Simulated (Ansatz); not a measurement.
## ZrN under a change: N interstitial (started 1.78 Å from the nearest host atom)

Start from a 16-atom supercell of ZrN in the rock salt structure (space group Fm-3m, No. 225; a = 4.552 Å) at its relaxed geometry.

It is then changed as follows: a neutral N interstitial (started 1.78 Å from the nearest host atom), atoms relaxed at fixed cell, starting from a slightly rattled geometry.

Computed with Kohn–Sham DFT with the PBEsol functional, run in Ansatz (a program for electronic structure) with PAW and 420 eV plane waves, no spin-orbit coupling. k-mesh 7×7×7 (Γ-centred); smearing 0.05 eV (Fermi–Dirac).

```csv
quantity,base,changed,shift
pressure,0.0 GPa,16.0 GPa,+16.0 GPa
largest displacement of a host atom from its site in the perfect cell,–,0.24 Å,–
final site of the added atom,–,4 Zr at 1.98 Å (tetrahedral),–
```

Final structure:

```yaml
crystal:
  lattice:
    - [0.00000, 4.55229, 4.55229]
    - [4.55229, 0.00000, 4.55229]
    - [4.55229, 4.55229, 0.00000]
  atoms:
    - { symbol: N, position: [0.98276, 0.98232, 0.98861] }
    - { symbol: N, position: [0.98276, 0.98232, 0.54896] }
    - { symbol: N, position: [0.98276, 0.54267, 0.98861] }
    - { symbol: N, position: [0.00071, 0.49646, 0.50273] }
    - { symbol: N, position: [0.54310, 0.98232, 0.98861] }
    - { symbol: N, position: [0.49688, 0.00026, 0.50274] }
    - { symbol: N, position: [0.49691, 0.49646, 0.00655] }
    - { symbol: N, position: [0.49689, 0.49645, 0.50276] }
    - { symbol: Zr, position: [0.24865, 0.24821, 0.25447] }
    - { symbol: Zr, position: [0.24863, 0.24820, 0.75132] }
    - { symbol: Zr, position: [0.24865, 0.74503, 0.25449] }
    - { symbol: Zr, position: [0.24577, 0.74810, 0.75439] }
    - { symbol: Zr, position: [0.74545, 0.24820, 0.25451] }
    - { symbol: Zr, position: [0.74855, 0.24533, 0.75439] }
    - { symbol: Zr, position: [0.74854, 0.74810, 0.25161] }
    - { symbol: Zr, position: [0.74854, 0.74811, 0.75439] }
    - { symbol: N, position: [0.12284, 0.12241, 0.12870] }
```

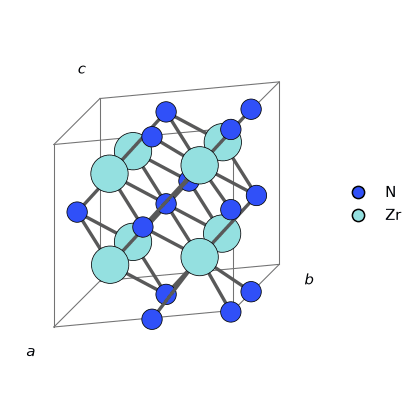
Figure: The relaxed cell after the change

The cell is small, so the values are those of an ordered compound at a high defect concentration; dilute-limit values will differ. All final runs are without spin polarisation. An odd electron count without spin: Zr8N9 and ZrN. The defect cell is not spin-polarised.
